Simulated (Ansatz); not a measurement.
Na···Al···Na···H

```csv
atom,x (Å),y (Å),z (Å)
Na,-2.6877,0.4871,-1.0073
Al,0.0557,0.0980,0.0033
Na,2.1244,-1.7432,1.0177
H,1.2299,2.1647,0.0713
```

A point of a scan, not a minimum; geometry: rigid move from PBE0-D4/def2-TZVP; not at a stationary point (largest force 1.9 eV/Å).

Method: RKS PBE0-D4/def2-TZVPP in Ansatz 0.2.0.

> Predict the electron density and electron localisation function between the atoms.

Na1···Al2 (2.95 Å): the density falls to about 0.14 e/Å³ on the way; the ELF peaks at about 1 in the valence shell of Al, 1.3 Å from its nucleus, and is about 0.95 at the midpoint.
Al2···H4 (2.38 Å): the density falls to about 0.2 e/Å³ on the way; the ELF climbs to about 1 towards the hydrogen.
Na–Al (2.95 Å): ρ at the midpoint is about 0.16 e/Å³; the ELF peaks at about 1 in the valence shell of Al, 1.3 Å from its nucleus, and is about 0.95 at the midpoint.

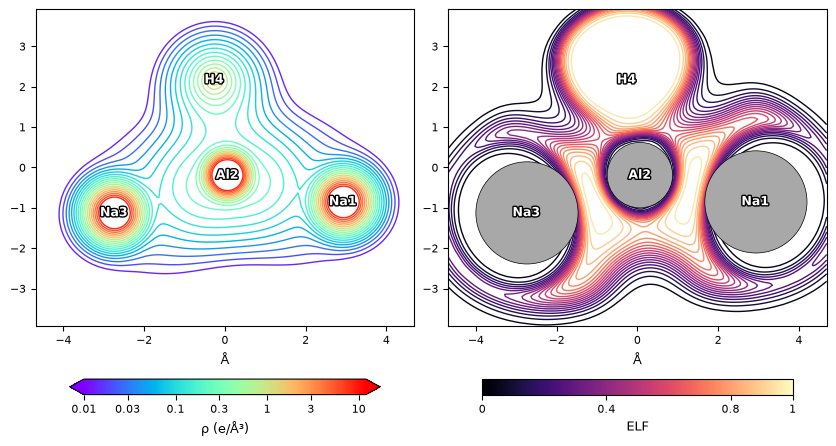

Computed electron density and electron localisation function on the molecular plane, in this order. Grey discs cover the atomic cores in the ELF map. 
